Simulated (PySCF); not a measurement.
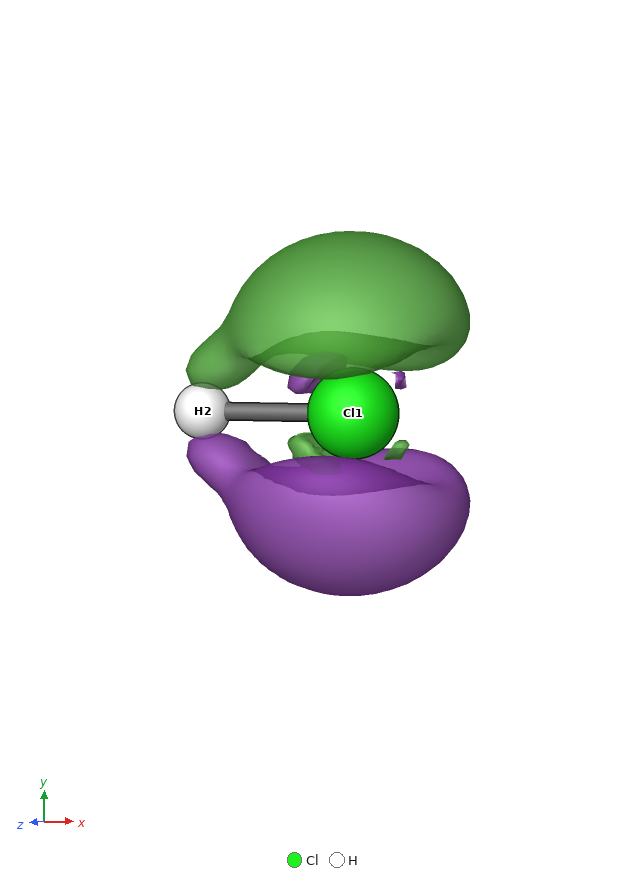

Figure 1: ClH, SMILES `Cl`. Change of the electron density in a uniform field of 0.10 V/Å, surfaces at ±0.0008 e/Å³ (purple: gain, green: loss).

PySCF calculation, ωB97X/def2-TZVP, gas phase; geometry: GFN2-xTB. No frequency check shows the geometry to be a minimum. A basis without diffuse functions makes polarisabilities too small. GFN2-xTB bond lengths at metals and heavier atoms can be off by up to 0.1 Å and shapes distorted, which carries into these values.

Geometry (Å), atoms numbered from 1:

```
Cl1      0.0709    0.0000    0.0000
H2      -1.2061    0.0000    0.0000
```

Along which Cartesian direction does the field point?

Answer. Along +y: electrons gather on the −y side, against the field.

What dipole is induced, and what polarisability does it imply?

Answer. The induced dipole is 0.05 D (along the field); α along this axis, from the fields in both directions, is 10 bohr³ (1.5 Å³).

Which atoms gain and lose the most charge?

Answer. Hardly any: no atom's Hirshfeld charge changes by as much as 0.002 e. The density shifts from one side of each atom to the other; 0.006 electrons are displaced in all.
